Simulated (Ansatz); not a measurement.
# RbGdO2 (NaFeO2 type): exchange couplings and spin waves

Aim: map the magnet RbGdO2 (NaFeO2 type) on a Heisenberg model by the force theorem, and read spin waves, ordering temperature and anisotropy.

Computed with Ansatz 0.2.0 (DFT LDA+U (U_eff = 6 eV on Gd 4f), scalar-relativistic, plane waves, PAW, unless a step's input says otherwise).

3 further runs of the same task are left out: 1 that didn't finish, 2 set aside as unsound or not needed.

## Step 1: The starting structure

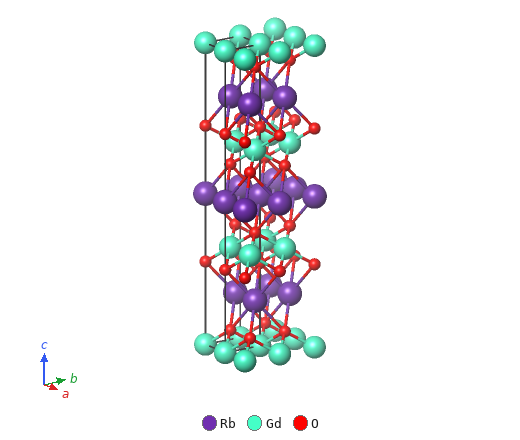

Start, viewed slightly off an axis; rubidium purple, gadolinium teal, oxygen red. 2×2×1 cells are drawn. Atoms on the faces are drawn again on the opposite ones. The cell drawn here is the conventional one.

Structure file:

```cif
data_structure
_symmetry_space_group_name_H-M 'P 1'
_symmetry_Int_Tables_number 1
_cell_length_a 6.8524
_cell_length_b 6.8524
_cell_length_c 6.8524
_cell_angle_alpha 29.977
_cell_angle_beta 29.977
_cell_angle_gamma 29.977
_cell_volume 71.15
loop_
_atom_site_label
_atom_site_type_symbol
_atom_site_fract_x
_atom_site_fract_y
_atom_site_fract_z
_atom_site_occupancy
Rb1 Rb 0.50000 0.50000 0.50000 1
Gd1 Gd 0.00000 0.00000 0.00000 1
O1 O 0.27481 0.27481 0.27481 1
O2 O 0.72519 0.72519 0.72519 1
```

Origin of the cell: volume kept, shape and atoms relaxed. At LDA+U (U_eff = 6 eV on Gd 4f), an earlier run found -4.69 GPa for this cell of 17.788 Å³/atom (8×8×8 mesh), gap on the mesh 3.05 eV, moments in the atoms' spheres Gd 6.86 μB. The cell is stretched at this level.

## Step 2: Exchange couplings, spin waves and anisotropy by the force theorem

Input file input.yaml:

```yaml
crystal:
  lattice:
    - [1.7722311421, 1.023198127, 6.5397056741]
    - [-1.7722311421, 1.023198127, 6.5397056741]
    - [0.0, -2.046396254, 6.5397056741]
  atoms:
    - { symbol: Rb, position: [0.5, 0.5, 0.5] }
    - { symbol: Gd, position: [0.0, 0.0, 0.0], spin: 7.55 }
    - { symbol: O, position: [0.2748089128, 0.2748089128, 0.2748089128] }
    - { symbol: O, position: [0.7251910872, 0.7251910872, 0.7251910872] }
basis:
  ecutwfc: 420
  ecutrho_ratio: 4
kpoints:
  mp_grid: { grid: [8, 8, 8] }
  band_path:
    path:
      - [[0.0, 0.0, 0.0], [0.5, 0.5, 0.5], [0.81701365, 0.18298635, 0.5]]
      - [[0.5, -0.18298635, 0.18298635], [0.5, 0.0, 0.0], [0.0, 0.0, 0.0], [0.34149318, -0.34149318, 0.0]]
      - [[0.65850682, 0.0, 0.34149318], [0.5, 0.0, 0.5], [0.0, 0.0, 0.0]]
    npoints: 6
hamiltonian:
  xc: lda
  hubbard: { sites: [{ species: Gd, l: f, u_eff: 6.0 }] }
scf:
  occupations: { method: gaussian, width: 0.05 }
  lower_state_search: "off"
output:
  forces: true
  stress: true
  eigenvalues: true
  populations: true
  hubbard: { sites: [{ species: Gd, l: f }] }
  eigenstates:
    nscf_kmesh: { grid: [8, 8, 8] }
    top_band: c46
    exchange_couplings: { magnetic: [{ site: 1 }] }
    magnetocrystalline_anisotropy: {}
magnetization:
  spin_polarized: true
checkpoint:
  read: start.run
  write: ck
  compress: false
  write_wavefunctions: false
  write_every: 100000
```

start.run is the folder with the converged state of an earlier run on this cell.

Run with:

```sh
> ansatz run input.yaml --threads 4 --pin off --max-ram 9216MiB --backend cpu --events-out ev --progress --plain --runs-dir out
```

The program printed:

```text
Warning: checkpoint.read: spin seed differs: saved 6b28bf960d85…, current f4b490af1b7c…; the loaded state replaces the seed-built initial guess (but the starting_ns of a DFT+U solve that opens without the state's occupation matrices), so the run may converge into the producing seed's basin, or, where the symmetry group that follows from this deck's starting moments and starting_ns does not hold the saved magnetisation, lose that magnetisation at its first build. Where atoms have moved since the state was saved, this difference can also decide whether moments are moved with them. A self-consistent run of this deck without the state starts from its starting moments and, under a DFT+U term, its starting_ns
Warning: RAYON_NUM_THREADS=4 ignored (pool sized by the plan → 4); use --threads N
basis.fft_grid_basis auto: the FFT boxes are laid along the combinations [[1, 0, -1], [0, 1, -1], [0, 0, 1]] of the cell's own vectors, 3.544, 3.544 and 6.852 Å long. The dense box has 24×24×48 points. Along the cell's own vectors, as sized, it would have 48×48×48, 4.00 times as many. Of the 12 symmetry operations that the crystal satisfies within crystal.symmetry.tolerance (time reversal apart; of a slab, those that keep its plane) the dense box along the cell's own vectors carries 12, and the one as laid loses 8 of those. basis.fft_grid_basis: typed keeps the cell's own vectors: state it where this run's energies or levels are differenced outside the engine with another run's, or held beside a run that keeps those vectors.
Rb: projections on atomic orbitals take those of the free atom [Ar 3d10] 4s2 4p6 5s1, of charge +0.00 (hamiltonian.pseudopotentials.projection_atoms); the dataset's partial waves leave at most 2.5e-6 of an orbital's norm unspanned inside its sphere
Gd: projections on atomic orbitals take those of the free atom [Kr 4d10] 4f7 5s2 5p6 5d1 6s2, of charge +0.00 (hamiltonian.pseudopotentials.projection_atoms); the dataset's partial waves leave at most 2.5e-4 of an orbital's norm unspanned inside its sphere
O: projections on atomic orbitals take those of the free atom [He] 2s2 2p4, of charge +0.00 (hamiltonian.pseudopotentials.projection_atoms); the dataset's partial waves leave at most 1.9e-8 of an orbital's norm unspanned inside its sphere
Engine: ansatz 0.2.0, aarch64-unknown-linux-gnu
Pseudopotentials: kind: paw
Pseudopotential: Rb, paw, valence charge 9, recommended cutoff 420 eV (normal), Rb.paw.azcp
Pseudopotential: Gd, paw, valence charge 18, recommended cutoff 420 eV (normal), Gd.paw.azcp
Pseudopotential: O, paw, valence charge 6, recommended cutoff 420 eV (normal), O.paw.azcp
Functional definition: SPW92
  exchange = slater_x
  correlation = pw_c
Crystal: 4 atoms, lattice volume = 71.152 Å³
Basis set: ecut = 420 eV, 1389 PW (Γ), FFT grids on a1−a3, a2−a3, a3
Bands: 28, of which v1, the nominal top of the filled ones, is band 20 counted from 1 (19 counted from 0)
Symmetry: 12 space group operations
Space group: R-3m (ITA 166), of the structure as read, at distance tolerance 4.1e-5 Å
Magnetic group: BNS 166.97 (UNI 1327), of the structure as read, at distance tolerance 4.1e-5 Å
k-points: 65 of 512
Non-local potential: Rb, projectors of the file, l = 0: 3, l = 1: 2, l = 2: 2
Non-local potential: Gd, projectors of the file, l = 0: 3, l = 1: 2, l = 2: 2, l = 3: 3
Non-local potential: O, projectors of the file, l = 0: 2, l = 1: 2, l = 2: 1
PAW form: soft (Blöchl's): semilocal exchange-correlation on the pseudo side does not see the compensation charge
PAW frozen core: Rb, regenerated for the run's functional, and the local potential with it (the file was generated under x = pbe(κ = 0.804, μ = 0.2195149727645171), c = pbe(β = 0.06672455060314922))
PAW frozen core: Gd, regenerated for the run's functional, and the local potential with it (the file was generated under x = pbe(κ = 0.804, μ = 0.2195149727645171), c = pbe(β = 0.06672455060314922))
PAW frozen core: O, regenerated for the run's functional, and the local potential with it (the file was generated under x = pbe(κ = 0.804, μ = 0.2195149727645171), c = pbe(β = 0.06672455060314922))
PAW one-centre angular grid: Rb, 110 points (default); XC on 64 Gauss nodes
PAW one-centre angular grid: Gd, 590 points (default); XC on 64 Gauss nodes
PAW one-centre angular grid: O, 110 points (default); XC on 64 Gauss nodes
Initial density: read from a saved state, or passed on in memory by an earlier SCF of this step, an earlier step, the calling program or the single point that the run made first
Starting moments: Σ|m| = 7.55 μB on 1 of 4 sites; this step starts from the density that it was given
Initial wavefunctions: pseudopotential atomic-orbital guess
Functional: x = slater, c = lda
iter 1 solved again at ethr=3.78e-7 eV; its pass at ethr=3.10e-3 eV (dr2=1.47e-4 eV) is discarded
SCF iter   1: F=—  HF=-13413.796534 eV  |F-HF|=—  |Δ(HF+E_count)|=         —  Δρ=1.02e-6 (↑6.91e-7 ↓1.02e-6)  dr2=9.18e-10  dr2_m=1.24e-10  M=7.000 μB ∫|m|=7.116 μB  β_m=0.30  ethr=3.78e-7  ⟨swp⟩=3.6  Hψ=27268  notcnv=0
eigensolver tolerance schedule: the retry pair's looser diagonalisation over-reported the residual by 160547.25 of it (diagonalisation noise at an unbounded share of the residual, at the tolerance the schedule requests for it); recorded, not acted on — ethr = c·dr2/N_el stays at c = 1.0e-1
preconditioner: auto → Resta (q_TF=auto, 2.468 Å⁻¹)  ε∞=4.2  [insulator: Δε(μ)=3.052 eV  Ē_g=15.078 eV  σ=0.050 eV  W_gap=1.00  n_scr=22 (ndim 8)  ℏωp=26.8 eV  f_vac=0.023  D(μ)=0.00/eV (n_scr^D=0)  ε∞_Penn≈4.2]
spin=Collinear: Resta preconditioning applied to the charge; magnetization (m = ρ↑ − ρ↓) channel mixes plain (no charge-response kernel on spin).
SCF iter   2: F=—  HF=-13413.796535 eV  |F-HF|=—  |Δ(HF+E_count)|=   7.86e-7  Δρ=3.77e-7 (↑3.77e-7 ↓3.30e-7)  dr2=2.17e-10  dr2_m=1.57e-12  M=7.000 μB ∫|m|=7.116 μB  β_m=0.28  ethr=2.35e-12  ⟨swp⟩=8.2  Hψ=18688  notcnv=0
SCF iter   3: F=-13413.796535 eV  HF=-13413.796535 eV  |F-HF|=1.82e-11  |Δ(HF+E_count)|=  2.00e-11  Δρ=2.34e-7 (↑2.34e-7 ↓2.10e-7)  dr2=7.81e-11  dr2_m=7.16e-13  M=7.000 μB ∫|m|=7.116 μB  ethr=1.00e-12  ⟨swp⟩=1.1  Hψ=7811  notcnv=0
SCF 1 converged in 3 iterations: F = -13413.796535 eV  dr2 = 7.81e-11
NSCF: frozen V_eff on 45 k-points
NSCF: frozen V_eff on 65 k-points
Magnetocrystalline anisotropy: 0 of 65 k-points coupled
Magnetocrystalline anisotropy: 64 of 65 k-points coupled
Magnetocrystalline anisotropy: 65 of 65 k-points coupled
WARN: output.eigenstates.magnetocrystalline_anisotropy: its error can be most of it. The directions' energies differ by 2.15e-4 eV, and taking the induced magnetisation to first order in the spin–orbit coupling leaves an estimated error of 4.39e-4 eV. Compare self-consistent runs with magnetization.spin_orbit
Exchange couplings: 0 of 2 parts done
Exchange couplings: 1 of 2 parts done
Exchange couplings: 0 of 4 parts done
Exchange couplings: 1 of 4 parts done
Exchange couplings: 2 of 4 parts done
Exchange couplings: 3 of 4 parts done
SCF converged after 3 iterations
Magnetization: 7.0000 μB (23.0000 up, 16.0000 down)
Absolute magnetization: 7.1155 μB (∫|ρ↑−ρ↓|, with the PAW one-centre terms)
Spin contamination: 0.0079 ħ² per cell (⟨S²⟩ above its minimum at these occupations)
Per-site moments (μB) at R_I (Å): [(0.001242600092888256, 1.2159419159950677), (6.861251086495885, 0.9679341307384961), (-0.02555493114134666, 0.9679341307384963), (-0.02555493114134743, 0.9679341307384961)]
Free energy (F): -13413.796535 eV
Harris-Foulkes:  -13413.796535 eV  (|F-HF|=1.82e-11)
Internal energy: -13413.796535 eV  (E = F + TS)
E sigma→0 (E₀):  -13413.796535 eV
Fermi energy:    9.993210 eV
--- Per-component energies (eV) ---
  E_band       = -84.599167
  E_kinetic    = 947.589972
  E_local      = -3815.651664  (includes V_loc(G=0)·N_el)
  E_nonlocal   = 569.826920
  E_hartree    = 1517.125581
  E_xc         = -508.945212
  E_vxc        = -579.893658  (∫ρ·V_xc dr)
  E_hubbard    = 0.169208  (on-site DFT+U / exact-exchange correction)
  E_vhub       = -20.806829  (the Hubbard potential's part of the band-sum identity)
  E_paw        = -9061.765902  (= ΣΔE_a)
  E_vpaw       = -219.919776  (= ΣTr[D̂ρ^β])
  E_aug_tail   = 0.004948  (compensation charges beyond the density's cutoff)
  E_ewald      = -3063.894521
  E_core_change = 1.744135  (= ΣΔE_core)
  E_smearing   = -0.000000  (= −TS)
  E_closure    = 0.000000  (closes the sum)
  Σ components = -13413.796535   (vs F -13413.796535, Δ=0.00e0)
--- Forces (eV/Å), atoms counted from 1 ---
  atom   1  Rb     0.00000000     0.00000000     0.00000000
  atom   2  Gd    -0.00000000     0.00000000     0.00000000
  atom   3  O      0.00000000    -0.00000000    -0.00809347
  atom   4  O     -0.00000000     0.00000000     0.00809347
  max |Σ_I F_I| component: 1.73e-18 eV/Å
--- Stress (GPa, compression-positive) ---
       -4.676474       0.000000      -0.000000
        0.000000      -4.676474       0.000000
       -0.000000       0.000000      -4.721009
  P = ⅓ Tr σ = -4.6913 GPa (-46.913 kbar)
--- Band table (eV; the first three rows and the last of 130) ---
  k-point 0 ↑: bands = ["-33.8802", "-17.3223", "-11.8652", "-10.9963", "-10.9963", "-6.9710", "-5.9731", "-1.2125", "-0.7224", "-0.7224", "3.3905", "3.3905", "3.4465", "3.5223", "3.5342", "3.5342", "3.6541", "5.7032", "6.2755", "6.2755", "8.2938", "8.4674", "8.4674", "11.6464", "13.4858", "13.8843", "13.8843", "15.2221"]
  k-point 1 ↑: bands = ["-33.8708", "-17.2913", "-11.8088", "-11.2170", "-11.0243", "-6.7573", "-6.0714", "-1.2048", "-0.9761", "-0.7775", "3.3978", "3.4081", "3.4605", "3.5045", "3.5176", "3.5317", "3.6255", "5.9544", "6.3930", "6.4114", "7.9459", "8.2615", "8.3256", "12.2363", "13.5464", "13.9997", "14.2154", "15.1810"]
  k-point 2 ↑: bands = ["-33.8483", "-17.2151", "-11.7397", "-11.5971", "-11.0912", "-6.4986", "-6.1440", "-1.5250", "-1.1707", "-0.9065", "3.4369", "3.4505", "3.4523", "3.4847", "3.5245", "3.5254", "3.5715", "6.2533", "6.6156", "6.6765", "7.2780", "8.0798", "8.2421", "13.0389", "13.1977", "14.4058", "14.9935", "15.1054"]
  k-point 64 ↓: bands = ["-30.9848", "-17.3228", "-10.1062", "-8.8052", "-8.8052", "-7.0485", "-5.4286", "-1.2281", "-0.7211", "-0.7211", "6.2915", "6.4428", "6.4428", "7.1826", "8.0243", "8.0243", "12.3683", "13.9772", "14.3343", "14.5201", "14.5201", "14.7294", "14.7766", "14.7858", "14.7858", "14.8776", "14.8776", "15.4986"]
Occupation matrices written to <dir>
--- Löwdin populations: 4 sites ---
  site symbol       q [e]    m [muB]
     0     Rb      8.1473     0.0015
     1     Gd     17.1263     7.0313
     2      O      6.7780    -0.0198
     3      O      6.7780    -0.0198
  spilling = 0.004368 (of n_electrons = 39.000000)
--- Occupation matrices: 1 shell (run DFT+U table (all-electron-ortho-atomic); ε = 1.21e-5) ---
  Gd1 f_4F: site group D3d (-3m)
  Gd1 f_4F up     Tr n = 6.9957  λ = 0.999 0.999 0.999 0.999 1.000 1.000 1.000  [2× z(x2-y2) 0.44 Eu(1.00) | y(3x2-y2) 0.57 A2u(1.00) | x(x2-3y2) 1.00 A1u(1.00) | z3 0.57 A2u(1.00) | 2× xz2 0.44 Eu(1.00)]
  Gd1 f_4F dn     Tr n = 0.0527  λ = 0.000 0.004 0.004 0.005 0.011 0.011 0.017  [z3 0.63 A2u(1.00) | 2× xz2 0.46 Eu(1.00) | x(x2-3y2) 1.00 A1u(1.00) | 2× z(x2-y2) 0.46 Eu(1.00) | y(3x2-y2) 0.63 A2u(1.00)]
  Tr n, λ and their labels are of the run-group-symmetrised matrices; stabiliser: 12 of 24 elements of G0×{1,Θ} (closed), max defect 4.0e-15 at τ = 2.6e-6
```

Wall time 1.9 min (4 threads of Arm Neoverse V1, shared host); peak memory 1.9 GiB.

This gives: volume 17.788 Å³/atom, pressure -4.69 GPa, mesh gap 3.05 eV, moments in the atoms' spheres Gd 6.86 μB.

The couplings, shell by shell. The energy is minus the sum of J e_i·e_j over ordered pairs of unit vectors, so each pair counts twice and positive J favours parallel moments:

```csv
atom,partner,distance (Å),neighbours,J (meV)
Gd2,Gd2,3.54,6,-0.236
Gd2,Gd2,6.14,6,-0.002
Gd2,Gd2,6.85,6,0.000
Gd2,Gd2,7.09,6,0.003
Gd2,Gd2,7.71,6,0.000
Gd2,Gd2,8.49,12,0.000
Gd2,Gd2,9.38,12,0.000
Gd2,Gd2,9.86,12,0.000
Gd2,Gd2,10.48,6,0.000
Gd2,Gd2,10.63,6,0.000
Gd2,Gd2,11.06,12,0.000
Gd2,Gd2,12.14,6,0.000
Gd2,Gd2,12.28,6,0.000
Gd2,Gd2,12.65,12,0.000
```

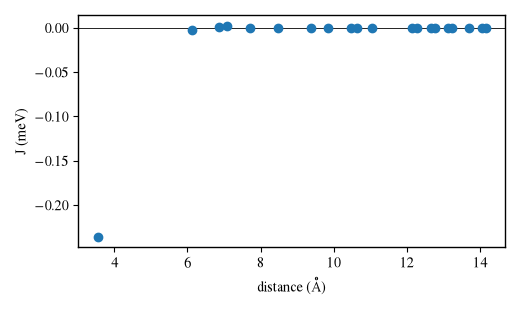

Exchange coupling against distance.

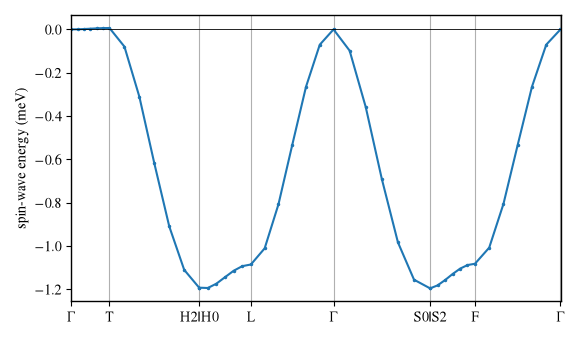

Adiabatic spin waves along the path; negative energies mark an unstable state.

Anisotropy by the force theorem, counted from the first direction:

```csv
direction,energy (meV/cell),spread over meshes (meV/cell)
"(0.00, 0.00, 1.00)",0.0000,0.000
"(1.00, 0.00, 0.00)",-0.2148,0.014
"(0.87, 0.50, 0.00)",-0.2147,0.014
"(0.71, 0.00, 0.71)",-0.1112,0.010
"(0.61, 0.35, 0.71)",-0.1118,0.013
```

## Step 3: Results

| quantity | value |
| --- | --- |
| strongest shell | Gd–Gd at 3.54 Å, J = -0.236 meV × 6 |
| highest spin wave on the path | 0.0 meV |
| mean-field ordering temperature | 5 K at q = (0.12, -0.50, -0.12) |
| anisotropy | not resolved |

What this shows: The shell that weighs most is Gd–Gd at 3.54 Å and favours opposed moments. A spin-wave branch goes negative, so this collinear order is unstable against turning the moments. Mean-field theory leaves out fluctuations and tends to put the ordering too high. The program gives no random-phase temperature (state not lowest). By the program's own test the highest bands of the sum still move the couplings by 15 % and the mean-field temperature by 15 %, so they aren't converged in bands. The couplings belong to the order typed, which need not be the compound's real one. The anisotropy, 0.2148 meV per cell, is doubted by the run, so no easy axis is named. Open d and f shells can converge to several self-consistent states; these numbers belong to the ones reached here. Spin–orbit coupling enters the anisotropy alone, not the self-consistent state or the couplings.
